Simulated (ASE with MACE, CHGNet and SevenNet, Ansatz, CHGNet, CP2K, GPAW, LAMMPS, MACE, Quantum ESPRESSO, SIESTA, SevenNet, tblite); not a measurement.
# Machine-learned potentials runs on glassy 62SiO2-21B2O3-8Na2O-8MgO (mol %) (80 atoms)

Wanted: machine-learned potentials inputs and outputs for glassy 62SiO2-21B2O3-8Na2O-8MgO (mol %) (80 atoms), checked against a plane-wave reference.

Program: ASE with MACE, CHGNet and SevenNet. Level of theory: the method is named at each step. Results are calculated unless marked as measured.

## Step 1: Starting point

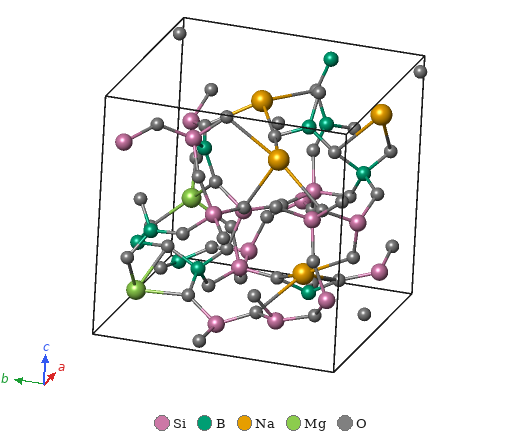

The starting structure, seen from a free direction (silicon pink, boron teal, sodium orange, magnesium green, oxygen grey). Bonds to atoms that aren't drawn are left out. Some periodic images of atoms are drawn too.

The cell holds 80 atoms: 15 Si, 10 B, 4 Na, 2 Mg and 49 O. Cell: a = 9.864 Å, b = 9.864 Å, c = 9.864 Å, α = 90.0°, β = 90.0°, γ = 90.0°. 80 atoms (15 Si, 10 B, 4 Na, 2 Mg, 49 O) placed at random at 2.23 g/cm³, melted at 3000 K for 20 ps at fixed volume with the Buckingham and Coulomb pair potential of Guillot and Sator (Geochim. Cosmochim. Acta 71, 1249 (2007)) with the boron terms of Wang et al. (J. Non-Cryst. Solids 498, 294 (2018)). Quenched from 3000 K to 300 K at 50 K/ps and fixed volume, held 10 ps at zero pressure, then minimised at fixed cell.

The yardstick, on the same geometry:

```
method                                           : Kohn-Sham DFT, PBE, PAW, plane waves (Ansatz 0.2.0); cutoff 420 eV, Γ point, fermi-dirac smearing of 0.05 eV; PAW set soft_2
r.m.s. force component                           : 0.8803 eV/Å
longest force                                    : 3.89 eV/Å
pressure                                         : 0.1522 GPa
gap (highest filled to lowest empty level) : 1.799 eV
SCF cycles                                       : 10
time                                             : 10 s on 4 threads of Arm Neoverse V2, shared host
CPU time                                         : 39 s
```

## Step 2: MACE MP-0b3 medium potential

Method: machine-learned interatomic potential MACE MP-0b3 medium, trained on PBE(+U) plane-wave data.

run.py

```python
import numpy as np
from ase.io import read
import mlip  # loads the published weights by name

atoms = read("structure.xyz")
atoms.calc = mlip.calc("mace-mp-0b3-medium")
energy = atoms.get_potential_energy()
forces = atoms.get_forces()
print(f"energy {energy:.6f} eV")
print("forces (eV/A)")
for i, (a, f) in enumerate(zip(atoms, forces)):
    print(f"{i:4d} {a.symbol:2s} {f[0]:10.5f} {f[1]:10.5f} {f[2]:10.5f}")
stress = -atoms.get_stress(voigt=False) * 160.21766
print("stress (GPa, compression positive)")
for row in stress:
    print(" ".join(f"{x:10.4f}" for x in row))
```

structure.xyz

```xyz
80
Lattice="9.86421 0.00000 0.00000 0.00000 9.86421 0.00000 0.00000 0.00000 9.86421" Properties=species:S:1:pos:R:3 pbc="T T T"
Si 3.39112 0.37671 5.01418
Si 0.17203 0.48808 2.84790
Si 6.67886 3.24039 4.77724
Si 8.90620 6.42061 1.05784
Si 9.13002 4.41512 3.38688
Si 4.23964 5.30596 4.45369
Si 1.35426 5.63237 5.19341
Si 6.92468 0.46766 1.79578
Si 0.81242 1.45211 5.82304
Si 1.90951 5.45451 0.49282
Si 7.39510 8.59114 6.59186
Si 2.27173 6.89784 7.84165
Si 1.14681 2.80952 1.30385
Si 0.16069 9.07014 8.03124
Si 6.05258 5.89022 1.40289
B 3.67215 6.85355 1.99178
B 4.32230 9.55556 2.43044
B 4.86592 7.21399 6.53188
B 8.76672 3.50268 6.82761
B 1.64653 8.23178 4.00941
B 5.44948 3.19097 7.85507
B 8.60544 9.15576 0.29652
B 9.02990 3.54184 9.42999
B 5.85668 1.00171 6.14876
B 6.53898 3.18081 0.63871
Na 2.75488 3.53316 7.33167
Na 5.24332 0.22066 8.91172
Na 6.99402 5.63404 8.03529
Na 4.22750 2.73426 2.24657
Mg 6.01914 7.98764 3.96117
Mg 2.21037 8.87453 1.26203
O 2.79236 4.85003 5.13057
O 6.93109 0.27679 6.82554
O 1.29951 6.30964 6.66742
O 9.82899 2.69283 6.42969
O 8.49269 0.48009 2.34413
O 7.98863 3.50939 0.48640
O 5.00934 4.42952 7.41996
O 7.38642 6.23694 0.49153
O 2.35478 6.78529 1.33088
O 0.04577 4.78197 4.77951
O 0.26752 1.14662 4.32467
O 0.27995 3.47348 2.52129
O 7.57621 3.62155 6.11916
O 6.40207 6.42061 2.89011
O 9.16040 8.01694 0.87515
O 3.80305 5.76297 2.94674
O 3.90988 0.06767 1.10242
O 1.41403 8.13067 8.50768
O 0.57686 0.20754 6.84270
O 2.36998 8.94467 4.96663
O 2.48036 5.65032 8.85826
O 0.99204 8.93076 2.99517
O 1.46878 6.87200 4.15846
O 1.17177 1.24841 1.76806
O 9.45702 0.01716 9.33322
[... 20 atom lines left out ...]
O 8.70260 8.24352 7.52225
O 7.25838 9.46471 0.41479
O 4.77073 0.06274 5.80045
O 5.85549 4.28580 1.29645
```

On the command line:

```bash
OMP_NUM_THREADS=1 python run.py > output.txt
```

Output:

```text
energy -596.613862 eV
forces (eV/A)
   0 Si    0.22785   -0.81359   -1.28105
   1 Si   -0.74845    0.89816    1.79218
   2 Si    0.63689   -0.94242    0.87775
   3 Si   -0.45954   -0.54699    0.58674
   4 Si    0.33651   -0.02413   -1.30493
   5 Si   -0.32103    0.71887   -1.05793
   6 Si    0.54364    1.60813   -0.64686
   7 Si    0.09346    0.72327   -0.85994
   8 Si   -0.96942   -0.92981   -0.30383
   9 Si   -1.26410    0.92906    0.08250
  10 Si    0.49532    1.38709   -2.39547
  11 Si   -0.06726   -0.32832   -1.17066
  12 Si   -3.03693    1.54508    0.27515
  13 Si   -1.05912    0.64180   -0.70189
  14 Si   -0.25221    0.21092    1.73283
  15 B     2.16897    0.20537    0.36799
  16 B    -1.07535   -0.11243   -1.51138
  17 B    -0.55072   -0.13302    0.14442
  18 B    -0.88886   -1.10817    0.33541
  19 B     0.94974   -0.62956    2.07176
  20 B     0.40646    0.93011    0.25699
  21 B    -0.27429   -0.41146   -0.42536
  22 B    -1.90924   -1.14569    1.01869
  23 B     0.37443    0.99609    0.14566
[...]
72 O    -0.40269   -0.41445    0.07619
  73 O    -0.75158   -0.11578    0.90431
  74 O    -0.07829   -0.07211   -1.03076
  75 O     0.75614    0.72704    0.48770
  76 O    -0.04697   -0.78399    0.30494
  77 O     0.21760   -0.10445   -0.23996
  78 O    -0.71575   -0.52643    0.30542
  79 O    -0.56751   -0.90307    0.23973
stress (GPa, compression positive)
   -1.0765     0.1900    -0.7345
    0.1900    -0.0333     0.4412
   -0.7345     0.4412     2.4055
```

The job ended after 7.9 s (1 thread of Arm Neoverse V2, shared host; peak memory 1.1 GiB).

Banners, paths, timers and routine set-up lines are dropped from the logs unmarked, and long logs keep their key lines alone; longer cuts are marked.

Compared with the plane-wave run:

```
r.m.s. force component                  : 0.7615 eV/Å
r.m.s. difference of force components   : 213 meV/Å
longest difference of force vectors     : 981.1 meV/Å
force difference over r.m.s. force      : 24.2 %
slope of forces against the reference's : 0.8448
correlation of force components         : 0.9767
pressure                                : 0.4319 GPa
pressure difference                     : 0.2797 GPa
```

Length of the force difference by element (eV/Å):

```csv
element,atoms,mean,most
B,10,0.51,0.77
Mg,2,0.31,0.37
Na,4,0.16,0.26
O,49,0.24,0.79
Si,15,0.44,0.98
```

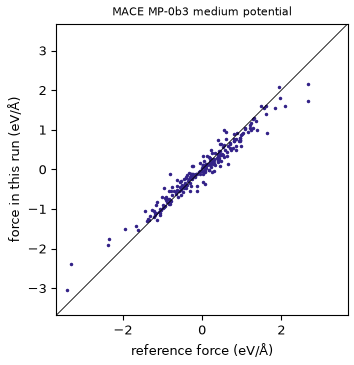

Force components against those of the reference; the line marks equality.

A closer look about Si3, picked at random: 9 atoms, nearest first, numbered in the order of the input, with positions taken from that point.

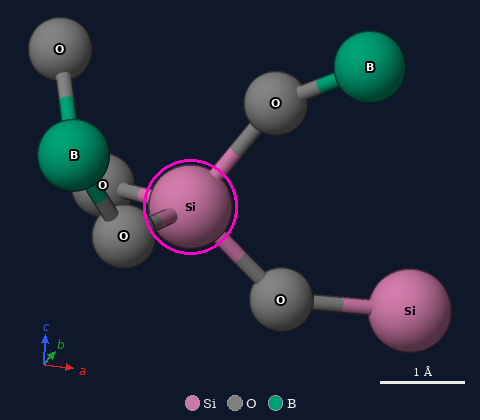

The atoms of the table, within 3.1 Å (arrows a, b, c point along x, y, z); some may hide others; the central atom is ringed.

```csv
atom,x,y,z,distance (Å),bonds,Fx,Fy,Fz (eV/Å)
Si3,0.00,0.00,0.00,0.00,4,0.64,-0.94,0.88
O70,-0.34,-1.58,0.15,1.63,2,0.28,0.72,-1.10
O67,1.08,0.36,-1.16,1.63,2,-0.01,0.05,-0.20
O68,-1.36,0.86,-0.26,1.63,2,-0.51,0.03,-0.19
O44,0.90,0.38,1.34,1.66,2,1.22,0.93,1.26
B24,-0.82,-2.24,1.37,2.75,4,0.37,1.00,0.15
O72,-1.36,-1.18,2.26,2.89,3,-0.77,-0.11,0.74
B19,2.09,0.26,2.05,2.94,3,-0.89,-1.11,0.34
Si5,2.45,1.17,-1.39,3.05,4,0.34,-0.02,-1.30
```

Atoms are counted from 1 here, from 0 in the log.

Forces lie 24 % from the reference's, at 0.20 times its CPU time (on 1 against 4 cores).

## Step 3: CHGNet 0.3.0 potential

Method: machine-learned interatomic potential CHGNet 0.3.0, trained on PBE(+U) plane-wave data.

run.py: that of step 2 with these lines changed.

```diff
@@ -5,3 +5,3 @@
 atoms = read("structure.xyz")
-atoms.calc = mlip.calc("mace-mp-0b3-medium")
+atoms.calc = mlip.calc("chgnet-0.3.0")
 energy = atoms.get_potential_energy()
```

structure.xyz is that of step 2.

Output:

```text
CHGNet v0.3.0 initialized with 412,525 parameters
CHGNet will run on cpu
energy -631.893921 eV
forces (eV/A)
   0 Si    0.35453   -0.71336   -1.03451
   1 Si   -0.93537    1.05818    1.31536
   2 Si    0.40768   -0.85194    0.78021
   3 Si   -0.66615   -0.76855    0.52023
   4 Si    0.22675   -0.10360   -1.22091
   5 Si   -0.20695    0.47362   -1.13295
   6 Si    0.61055    1.05829   -0.44259
   7 Si   -0.07952    0.69839   -0.61598
   8 Si   -0.65817   -0.86173   -0.22098
   9 Si   -1.07258    0.67848    0.08096
  10 Si    0.54325    1.34133   -2.52467
  11 Si   -0.15690   -0.30364   -1.00500
  12 Si   -2.53223    1.49487    0.33786
  13 Si   -1.06289    0.48414   -0.84069
  14 Si    0.01441    0.15319    1.83344
  15 B     2.02772   -0.17975    0.71165
  16 B    -0.69229   -0.01874   -1.21978
  17 B    -0.26333   -0.17373   -0.05732
  18 B    -0.63416   -0.89075    0.07422
  19 B     1.18674   -0.54848    2.10050
  20 B     0.27245    0.95690   -0.14576
  21 B    -0.35387   -0.49752   -0.39633
  22 B    -1.91410   -0.96108    1.15432
  23 B     0.37947    0.97219    0.21424
[...]
72 O    -0.31287   -0.40014    0.20820
  73 O    -0.73292   -0.25844    0.63861
  74 O    -0.19369    0.02272   -1.31907
  75 O     0.61529    0.69268    0.51853
  76 O     0.11426   -0.81684    0.29040
  77 O     0.34946   -0.28075   -0.62121
  78 O    -0.69286   -0.48657    0.33642
  79 O    -0.61290   -0.83212    0.12465
stress (GPa, compression positive)
   -1.0340     0.2066    -0.7163
    0.2066     0.4380     0.3405
   -0.7163     0.3405     2.5120
```

The job ended after 4.2 s (1 thread; peak memory 1.3 GiB).

Numbers from this run, and their distance from the reference:

| Item | Value |
| --- | --- |
| r.m.s. force component | 0.7215 eV/Å |
| r.m.s. difference of force components | 253 meV/Å |
| longest difference of force vectors | 1053 meV/Å |
| force difference over r.m.s. force | 28.74 % |
| slope of forces against the reference's | 0.7946 |
| correlation of force components | 0.9695 |
| pressure | 0.6387 GPa |
| pressure difference | 0.4865 GPa |

Against the first run (24 %), the force difference from the reference is 29 %, at 0.53 times the CPU time.

## Step 4: SevenNet 0 potential

Method: machine-learned interatomic potential SevenNet 0, trained on PBE(+U) plane-wave data.

run.py: that of step 3 with these lines changed.

```diff
@@ -5,3 +5,3 @@
 atoms = read("structure.xyz")
-atoms.calc = mlip.calc("chgnet-0.3.0")
+atoms.calc = mlip.calc("7net-0")
 energy = atoms.get_potential_energy()
```

structure.xyz is that of step 3.

Output:

```text
energy -596.654663 eV
forces (eV/A)
   0 Si    0.14672   -0.90787   -1.25070
   1 Si   -0.64478    0.93002    1.71596
   2 Si    0.69615   -1.00335    1.02416
   3 Si   -0.54677   -0.61386    0.63723
   4 Si    0.35237   -0.04712   -1.30806
   5 Si   -0.17243    0.91347   -1.21883
   6 Si    0.56407    1.52648   -0.66712
   7 Si   -0.18382    0.76224   -0.89980
   8 Si   -1.06854   -0.80899   -0.31527
   9 Si   -1.18548    0.88666    0.03928
  10 Si    0.49934    1.27309   -3.06509
  11 Si    0.01974   -0.39390   -1.20018
  12 Si   -3.13383    1.45734    0.30219
  13 Si   -1.24103    0.67845   -0.84019
  14 Si   -0.19985    0.27122    2.06843
  15 B     2.28766    0.03627    0.59132
  16 B    -1.17304   -0.09239   -2.00552
  17 B    -0.32622   -0.26511    0.20529
  18 B    -0.96906   -1.04633    0.41251
  19 B     1.03064   -0.65686    1.98572
  20 B     0.14217    1.02517   -0.06976
  21 B    -0.51558   -0.43401   -0.42417
  22 B    -2.07696   -1.06464    0.98752
  23 B     0.58222    1.06639    0.37986
[...]
72 O    -0.46137   -0.41834    0.33038
  73 O    -0.76407   -0.27466    0.83298
  74 O    -0.16080   -0.13451   -1.12999
  75 O     0.64817    0.59987    0.44912
  76 O     0.18896   -0.78199    0.47906
  77 O     0.45669   -0.15416   -0.22567
  78 O    -0.77065   -0.55226    0.25193
  79 O    -0.55342   -0.95857    0.22053
stress (GPa, compression positive)
   -1.6196     0.2020    -0.7742
    0.2020    -0.0182     0.4782
   -0.7742     0.4782     2.3216
```

Elapsed: 9.4 s, on 1 thread; peak memory 0.97 GiB.

Numbers from this run, and their distance from the reference:

```yaml
r_m_s_force_component: 0.7944 eV/Å
r_m_s_difference_of_force_components: 168 meV/Å
longest_difference_of_force_vectors: 792.9 meV/Å
force_difference_over_r_m_s_force: 19.09 %
slope_of_forces_against_the_reference_s: 0.8889
correlation_of_force_components: 0.9851
pressure: 0.2279 GPa
pressure_difference: 0.0757 GPa
```

Against the first run (24 %), the force difference from the reference is 19 %, at 1.2 times the CPU time.

## Step 5: All runs compared

Differences are against the plane-wave reference, forces as r.m.s. over components; share is that over the reference's r.m.s. force, slope the least-squares factor from reference forces to these. Total energies of different programs have different zeros and aren't compared.

```csv
run,"Δ force, r.m.s. (meV/Å)",share (%),slope,Δ pressure (GPa),cores,CPU time,memory (GiB)
reference,-,-,-,-,4,39 s,1.2
MACE MP-0b3 medium potential,213,24.2,0.845,0.280,1,7.9 s,1.1
CHGNet 0.3.0 potential,253,28.7,0.795,0.486,1,4.2 s,1.3
SevenNet 0 potential,168,19.1,0.889,0.0757,1,9.4 s,0.97
```

Times of the machine-learned potentials are mostly Python's start and the loading of weights.

CPU time is summed over cores on a shared host, where runs went side by side, so it is rough. Symmetry, cutoffs, thresholds, outputs and thread counts weren't matched or tuned between programs; memory under MPI is the largest rank's times the ranks.

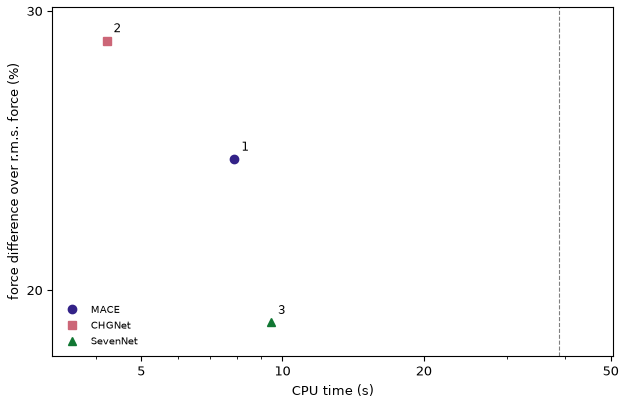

Force difference against CPU time; the dashed line marks the reference's time. Points: 1 MACE MP-0b3 medium potential; 2 CHGNet 0.3.0 potential; 3 SevenNet 0 potential.

## Step 6: Results

| Property | Result |
| --- | --- |
| nearest in forces | SevenNet 0 potential, 19 % |
| its CPU time | 9.4 s |

What this shows: Machine-learned potentials differ by 19 % (SevenNet 0 potential) to 29 % (CHGNet 0.3.0 potential); they were trained on other programs' data. Among those trained on PBE data the slope goes as low as 0.79, which softening far from their training structures can give, though the reference's k-sampling is untested too. Machine-learned potentials mimic data converged in k, so the reference's own k-point error enters their differences. The quench rate of 50 K/ps is many orders above laboratory rates, so the cell is likely richer in defects and strain than a real sample. The network of bonds at the start is that of the classical potential that made the cell, and needn't be the one that DFT or experiment would give. The reference's stress is far from hydrostatic: its diagonal is -1.7, -0.2, 2.3 GPa, compression counted positive. The electronic-structure runs sample only Γ, in a cell whose shortest periodic width is 10 Å.

[Also dropped from logs without a mark: logging warnings of Python, and SIESTA's first energy breakdown and zero terms.]

[Logs are printed without paths, hosts, clocks, repeated set-up lines and the standing remarks that a program may print on its own settings, such as how far it seeks lower states.]

[Hosts, paths, dates, database ids (printed as entryN), source tags and the programs' standing remarks are cut or masked in the printed files.]
